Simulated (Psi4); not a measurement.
**BHBrCl (SMILES ClBBr): levels of theory compared**

Aim: a comparison of 3 runs (HF/6-31G*, LCCSD/cc-pVDZ-DK) of BHBrCl. 

The results are computed with Psi4 1.11.

2 further runs of the same task are left out: 2 set aside as unsound or not needed.

### 1 The molecule

BHBrCl has 4 atoms, charge 0, and is taken as a singlet. As SMILES, `ClBBr`. Geometry: relaxed at PBE0-D4/def2-TZVP.

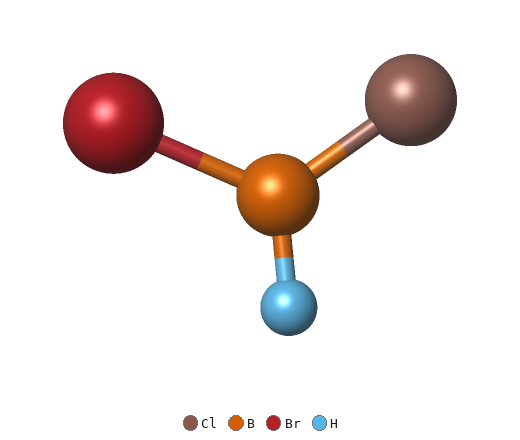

The structure, seen from a chosen angle (chlorine brown, boron orange, bromine red, hydrogen blue).

### 2 The energy at HF/6-31G(d) (spherical functions) (run 1)

File job.json:

```json
{
 "schema_name": "qcschema_input",
 "schema_version": 1,
 "molecule": {
  "schema_name": "qcschema_molecule",
  "schema_version": 2,
  "symbols": ["Cl", "B", "Br", "H"],
  "geometry": [-2.98784598, -1.06958499, 0.31652913, -0.01833034, 0.20087789, -0.18519316, 2.88995816, -1.25628993, 1.31543836, 0.22090898, 2.01123551, -1.48513576],
  "molecular_charge": 0,
  "molecular_multiplicity": 1,
  "fix_symmetry": "c1"
 },
 "driver": "energy",
 "model": {
  "method": "hf",
  "basis": "6-31G*"
 },
 "keywords": {
  "puream": true,
  "e_convergence": 1e-09,
  "d_convergence": 1e-08,
  "scf_type": "pk",
  "scf_properties": ["DIPOLE", "QUADRUPOLE", "LOWDIN_CHARGES"]
 }
}
```

The run is started by

```bash
$ psi4 --qcschema job.json -n 1 --memory 1600MB
```

stdout:

```text
[...]
  Running in c1 symmetry.
[...]
  Nuclear repulsion =  187.288101120429559
[...]
  Multiplicity = 1
[...]
  Nalpha       = 29
  Nbeta        = 29
[...]
    Number of basis functions: 66
[...]
   @RHF iter   1: -3056.71962003930958   -1.78204e+00   1.69667e-02 ADIIS/DIIS
[...]
   @RHF iter  11: -3056.91743485608185   -7.73070e-12   9.51281e-09 DIIS
[...]
  @RHF Final Energy: -3056.91743485608185
   => Energetics <=
    Nuclear Repulsion Energy =            187.2881011204295589
    One-Electron Energy =               -4623.7109950822887185
    Two-Electron Energy =                1379.5054591057769358
    Total Energy =                      -3056.9174348560818544
[...]
 Multipole Moments:
 ------------------------------------------------------------------------------------
     Multipole            Electronic (a.u.)      Nuclear  (a.u.)        Total (a.u.)
 ------------------------------------------------------------------------------------
 L = 1.  Multiply by 2.5417464519 to convert [e a0] to [Debye]
 Dipole X            :          6.4837213           -6.4586616            0.0250597
 Dipole Y            :         -1.5484205            1.8124857            0.2640653
 Dipole Z            :          2.0918421           -2.2828828           -0.1910408
 Magnitude           :                                                    0.3268869
 L = 2.  Multiply by 1.3450342976 to convert [e a0^2] to [Debye ang]
 Quadrupole XX       :       -430.1061310          400.9048443          -29.2012867
 Quadrupole XY       :         20.5505577          -21.0455039           -0.4949462
[...]
```

The result, in JSON:

```text
{
 "driver": "energy",
 "model": {
  "method": "hf",
  "basis": "6-31G*"
 },
 "success": true,
 "return_result": -3056.917434856082,
 "properties": {
  "calcinfo_nbasis": 66,
  "calcinfo_nmo": 66,
  "calcinfo_nalpha": 29,
  "calcinfo_nbeta": 29,
  "calcinfo_natom": 4,
  "nuclear_repulsion_energy": 187.28810112042956,
  "return_energy": -3056.917434856082,
  "scf_one_electron_energy": -4623.710995082289,
  "scf_two_electron_energy": 1379.505459105777,
  "scf_dipole_moment": [0.025059667857989965, 0.2640652668108414, -0.19104079625037906],
  "scf_total_energy": -3056.917434856082,
  "scf_iterations": 11
 }
}
```

Run time: 1.2 s. Hardware: 1 thread of AMD EPYC 9R45 (Zen 5), shared host; peak memory 0.24 GiB.

### 3 The energy at LCCSD/cc-pVDZ-DK (run 2)

File job.json:

```json
{
 "schema_name": "qcschema_input",
 "schema_version": 1,
 "molecule": {
  "schema_name": "qcschema_molecule",
  "schema_version": 2,
  "symbols": ["Cl", "B", "Br", "H"],
  "geometry": [-2.98784598, -1.06958499, 0.31652913, -0.01833034, 0.20087789, -0.18519316, 2.88995816, -1.25628993, 1.31543836, 0.22090898, 2.01123551, -1.48513576],
  "molecular_charge": 0,
  "molecular_multiplicity": 1
 },
 "driver": "energy",
 "model": {
  "method": "lccsd",
  "basis": "cc-pVDZ-DK"
 },
 "keywords": {
  "reference": "rhf",
  "scf_type": "pk",
  "freeze_core": true
 }
}
```

The run is started by

```bash
$ psi4 --qcschema job.json -n 1 --memory 1600MB
```

stdout:

```text
[...]
  Running in c1 symmetry.
[...]
  Nuclear repulsion =  187.288101120429559
[...]
  Multiplicity = 1
[...]
  Nalpha       = 29
  Nbeta        = 29
[...]
    Number of basis functions: 64
[...]
   @RHF iter   1: -3037.00895311045315   -1.76365e+00   8.36385e-03 DIIS/ADIIS
[...]
   @RHF iter  11: -3037.11750206381384   -1.18234e-11   8.80792e-09 DIIS
[...]
  @RHF Final Energy: -3037.11750206381384
   => Energetics <=
    Nuclear Repulsion Energy =            187.2881011204295589
    One-Electron Energy =               -4611.3222076763886434
    Two-Electron Energy =                1386.9166044921450975
    Total Energy =                      -3037.1175020638138449
[...]
 Multipole Moments:
 ------------------------------------------------------------------------------------
     Multipole            Electronic (a.u.)      Nuclear  (a.u.)        Total (a.u.)
 ------------------------------------------------------------------------------------
 L = 1.  Multiply by 2.5417464519 to convert [e a0] to [Debye]
 Dipole X            :          6.4386486           -6.4586616           -0.0200130
 Dipole Y            :         -1.5653519            1.8124857            0.2471338
 Dipole Z            :          2.0977227           -2.2828828           -0.1851602
 Magnitude           :                                                    0.3094510
[...]
      * SCS-MP2 total energy:                -3037.453385303326
[...]
      * MP2 total energy:                    -3037.466142617766
[...]
```

The result, in JSON:

```text
{
 "driver": "energy",
 "model": {
  "method": "lccsd",
  "basis": "cc-pVDZ-DK"
 },
 "success": true,
 "return_result": -3037.505875819957,
 "properties": {
  "calcinfo_nbasis": 64,
  "calcinfo_nmo": 64,
  "calcinfo_nalpha": 29,
  "calcinfo_nbeta": 29,
  "calcinfo_natom": 4,
  "nuclear_repulsion_energy": 187.28810112042956,
  "return_energy": -3037.505875819957,
  "scf_one_electron_energy": -4611.322207676389,
  "scf_two_electron_energy": 1386.916604492145,
  "scf_dipole_moment": [-0.02001301623296925, 0.2471338160873553, -0.18516019493766445],
  "scf_total_energy": -3037.117502063814,
  "scf_iterations": 11,
  "mp2_same_spin_correlation_energy": -0.09517549064998045,
  "mp2_opposite_spin_correlation_energy": -0.25346506330213003,
  "mp2_singles_energy": 0.0,
  "mp2_doubles_energy": -0.34864055395211047,
  "mp2_correlation_energy": -0.34864055395211047,
  "mp2_total_energy": -3037.466142617766
 }
}
```

Wall time 9.3 s (1 thread of AMD EPYC 9R45 (Zen 5), shared host); peak memory 0.44 GiB.

### 4 A single-point energy at LCCSD/cc-pVDZ-DK (sfX2C) (run 3)

File bbrclh.xyz:

```xyz
4
BBrClH
Cl    -1.581100    -0.566000     0.167500
B     -0.009700     0.106300    -0.098000
Br     1.529300    -0.664800     0.696100
H      0.116900     1.064300    -0.785900
```

File bbrclh.py:

```python
import psi4

psi4.set_memory('1600 MB')
psi4.set_num_threads(1)
psi4.core.set_output_file('bbrclh.out', False)

with open('bbrclh.xyz') as f:
    atoms = ''.join(f.readlines()[2:])
mol = psi4.geometry('0 1\n' + atoms + '')

psi4.set_options({
    'reference': 'rhf',
    'scf_type': 'pk',
    'freeze_core': True,
    'relativistic': 'x2c',
})

energy_value, wavefunction = psi4.energy('lccsd/cc-pVDZ-DK', molecule=mol, return_wfn=True)
print(f'total energy {energy_value:.8f} hartree = {energy_value * 27.211386:.5f} eV')
for k, v in sorted(psi4.core.scalar_variables().items()):
    print(f'{k:45s} {v:18.10f}')
```

The run is started by

```bash
$ python bbrclh.py
```

bbrclh.out:

```text
[...]
  Running in c1 symmetry.
[...]
  Nuclear repulsion =  187.288101137380011
[...]
  Multiplicity = 1
[...]
  Nalpha       = 29
  Nbeta        = 29
[...]
    Number of basis functions: 64
[...]
    WARNING: The X2C and Dirac Hamiltonians have substatially different eigenvalues!
             This is probably caused by the recontraction of the basis set.
[...]
   @RHF iter   1: -3090.47353243418274   -1.81663e+00   8.48399e-03 ADIIS/DIIS
[...]
   @RHF iter  11: -3090.58949612035622   -1.27329e-11   9.47793e-09 DIIS
[...]
  @RHF Final Energy: -3090.58949612035622
   => Energetics <=
    Nuclear Repulsion Energy =            187.2881011373800106
    One-Electron Energy =               -4667.4066265202309296
    Two-Electron Energy =                1389.5290292624945323
    Total Energy =                      -3090.5894961203562161
[...]
 Multipole Moments:
 ------------------------------------------------------------------------------------
     Multipole            Electronic (a.u.)      Nuclear  (a.u.)        Total (a.u.)
 ------------------------------------------------------------------------------------
 L = 1.  Multiply by 2.5417464519 to convert [e a0] to [Debye]
 Dipole X            :          6.4593000           -6.4586616            0.0006383
 Dipole Y            :         -1.5791203            1.8124857            0.2333655
 Dipole Z            :          2.1109010           -2.2828828           -0.1719819
 Magnitude           :                                                    0.2898924
[...]
      * SCS-MP2 total energy:                -3090.925214762019
[...]
      * MP2 total energy:                    -3090.938065563094
[...]
```

Standard output:

```text
total energy -3090.97740168 hartree = -84109.77919 eV
CEPA(0) CORRELATION ENERGY                         -0.3879055603
CEPA(0) DOUBLES ENERGY                             -0.3879055583
CEPA(0) OPPOSITE-SPIN CORRELATION ENERGY           -0.2955428095
CEPA(0) SAME-SPIN CORRELATION ENERGY               -0.0923627488
CEPA(0) SINGLES ENERGY                              0.0000000000
CEPA(0) TOTAL ENERGY                            -3090.9774016806
CURRENT CORRELATION ENERGY                         -0.3879055603
CURRENT ENERGY                                  -3090.9774016806
CURRENT REFERENCE ENERGY                        -3090.5894961204
DD SOLVATION ENERGY                                 0.0000000000
HF KINETIC ENERGY                                3164.8912541094
HF POTENTIAL ENERGY                             -6255.4807502297
HF TOTAL ENERGY                                 -3090.5894961204
HF VIRIAL RATIO                                     1.9765231245
LCCSD CORRELATION ENERGY                           -0.3879055603
LCCSD DOUBLES ENERGY                               -0.3879055583
LCCSD OPPOSITE-SPIN CORRELATION ENERGY             -0.2955428095
LCCSD SAME-SPIN CORRELATION ENERGY                 -0.0923627488
LCCSD SINGLES ENERGY                                0.0000000000
LCCSD TOTAL ENERGY                              -3090.9774016806
MP2 CORRELATION ENERGY                             -0.3485694427
MP2 DOUBLES ENERGY                                 -0.3485694427
MP2 OPPOSITE-SPIN CORRELATION ENERGY               -0.2533024932
MP2 SAME-SPIN CORRELATION ENERGY                   -0.0952669496
MP2 SINGLES ENERGY                                  0.0000000000
MP2 TOTAL ENERGY                                -3090.9380655631
NUCLEAR REPULSION ENERGY                          187.2881011374
ONE-ELECTRON ENERGY                             -4667.4066265202
PCM POLARIZATION ENERGY                             0.0000000000
PE ENERGY                                           0.0000000000
SCF ITERATION ENERGY                            -3090.5894961204
SCF ITERATIONS                                     11.0000000000
SCF TOTAL ENERGY                                -3090.5894961204
TWO-ELECTRON ENERGY                              1389.5290292625
```

Run time: 9.3 s. Hardware: 1 thread of AMD EPYC 9R45 (Zen 5), shared host; peak memory 0.45 GiB.

### 5 Overview of the runs

| run | level | frozen core orbitals | symmetry | energy (Eh) | HOMO energy (eV) | LUMO energy (eV) | HOMO–LUMO gap (eV) | wall time |
| --- | --- | --- | --- | --- | --- | --- | --- | --- |
| 1 | HF/6-31G* (spherical functions) | 0 | c1 | -3056.917435 | -11.64 | 1.97 | 13.61 | 1.2 s |
| 2 | LCCSD/cc-pVDZ-DK | 15 | auto | -3037.505876 | -11.60 | 1.90 | 13.50 | 9.3 s |
| 3 | LCCSD/cc-pVDZ-DK (sfX2C) | 15 | auto | -3090.977402 | -11.52 | 1.95 | 13.47 | 9.3 s |

### 6 Outcome

| quantity | value |
| --- | --- |
| run 3: total energy | -3090.97740 Eh |
| run 3: HOMO energy (Hartree–Fock orbitals) | -11.52 eV |
| run 3: LUMO energy (Hartree–Fock orbitals) | 1.95 eV |
| run 3: HOMO–LUMO gap (Hartree–Fock orbitals) | 13.47 eV |
| run 3: correlation energy (15 core orbitals frozen) | -387.9 mEh |

**Reading.** Some runs of one species differ in core potentials or relativity; totals across that change don't compare. In run 2 relativity is left out where basis or elements ask for it. All runs together took 20 s, the longest 9.3 s.
